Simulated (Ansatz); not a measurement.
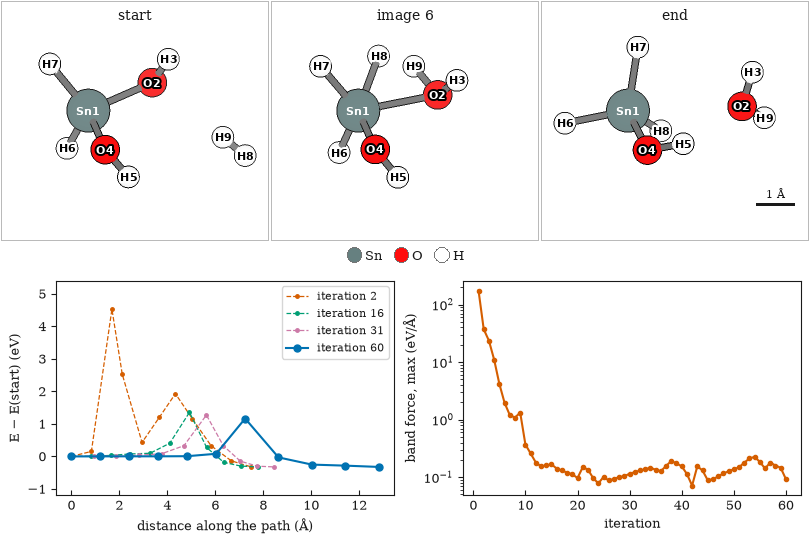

A search for the minimum-energy path of SnH6O2, made up at the start of SnH$_{4}$O$_{2}$ and H2 by the nudged elastic band. Images are numbered from 0 (start) to 10 (end). The plot follows the band through its iterations. A ball-and-stick model, seen at a tilt.

Level of theory: Ansatz 0.2.0, RKS PBE0-D4/def2-SVP. Run with 9 movable images; climbing image; force threshold 0.05 eV/Å; iteration limit 60; starting path through a guess of the saddle point.

**Did the band converge, and can the barrier be trusted?**

The result isn't final. The band hadn't converged when the run stopped after 60 iterations. The largest component of the band force went from 180 to 0.093 eV/Å. The barrier read from it is provisional, though the highest image hardly moved in the last two iterations. The first iteration put the highest image at 24.58 eV. The highest point, image 6, lies 1.16 eV above the start and 1.49 eV above the end; the end is at −0.32 eV relative to the start.

Limits of the set-up: the start holds two separate molecules, 2.4 Å apart at their closest, whose relative position is a soft coordinate.

Cost: 18 min on 2 threads of Arm Neoverse V1, with other jobs on the host, peak memory 0.19 GiB.
